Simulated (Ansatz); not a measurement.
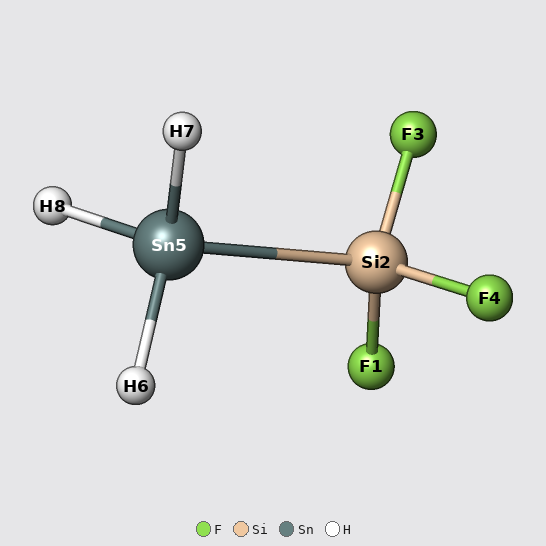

Sticks follow a distance rule. Harmonic vibrations computed with RKS PBE0-D4/def2-TZVP, core potentials on Sn (Ansatz 0.2.0) at a stationary point of the same level.

**How many imaginary frequencies does it have?**

A minimum: no imaginary frequency, and the lowest mode lies at 56 cm⁻¹.

**List the wavenumbers.**

18 modes: 56, 126, 126, 197, 298, 298, 411, 411, 458, 664, 725, 725, 850, 958, 958, 1963, 1969, 1969 cm⁻¹.
